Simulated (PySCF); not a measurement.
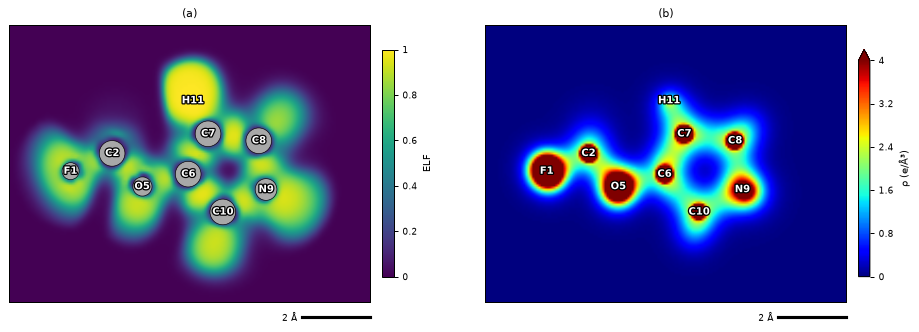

*C$_{5}$H$_{6}$F$_{3}$NO (SMILES FC(F)(F)OC1=CCNC1). (a) ELF; (b) electron density on the plane of atoms F1, C2 and O5. Grey discs cover the atomic cores in the ELF map.*

Geometry: GFN2-xTB.

Computed with PySCF 2.14.0, PBE0/pcSseg-1, SCF density, gas phase, non-relativistic.

```xyz
16

F     3.4826   -1.1872    0.5651
C     2.4572   -0.3594    0.4063
F     2.7723    0.4660   -0.6058
F     2.4131    0.4195    1.5017
O     1.3583   -1.0607    0.2048
C     0.1765   -0.3530   -0.0066
C    -0.0767    0.9448    0.0073
C    -1.5339    1.1450   -0.3219
N    -2.1476   -0.1836   -0.2196
C    -1.0614   -1.1517   -0.3381
H     0.5938    1.7635    0.1853
H    -1.6345    1.5044   -1.3541
H    -2.0213    1.8652    0.3357
H    -2.5911   -0.2797    0.6877
H    -1.0038   -1.5094   -1.3738
H    -1.1912   -2.0148    0.3146
```

Q: What do the fields say about this system?

A:
- The plane passes through F, C, O, N and H nuclei.
- C–O (1.32 Å): ρ is about 2.6 e/Å³ halfway; the ELF peaks at about 0.90 between the atoms; a polar covalent bond.
- C–C (1.32 Å): ρ at the midpoint is about 2.3 e/Å³; the ELF peaks at about 0.95 between the atoms (a multiple bond).
- C–F (1.33 Å): ρ is about 2.5 e/Å³ halfway; the ELF peaks at about 0.85 between the atoms; a shared but strongly polarised pair.
- C–N (1.46 Å): ρ at the midpoint is about 1.9 e/Å³; the ELF peaks at about 0.95 between the atoms (localised, covalent bonding).
- C–O (1.39 Å): ρ at the midpoint is about 2.1 e/Å³, with its minimum of 1.8 e/Å³ about 0.5 Å from C; the ELF peaks at about 0.90 between the atoms (a shared but strongly polarised pair).
- The ELF also peaks beside O5, N9 and F1, away from the bonds: lone-pair regions.
